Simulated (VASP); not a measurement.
Band structure of Mo3Pd (space group Pm-3m). Method: PBE GGA, VASP's PBE PAW potentials (set 64) (plane waves; VASP).

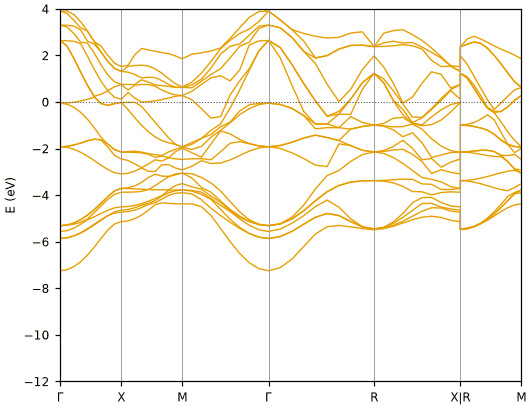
Figure: Bands along high-symmetry lines, zero at the valence-band maximum or, without a gap, the Fermi level

Task: Read the plot: is there a gap, and where are the band edges?

Result: It has no gap at this level: it comes out as a metal or semimetal.

The structure was generated: Mo3Pd was put into an ordered model structure, which need not be its known phase. The cell was not relaxed at this level.
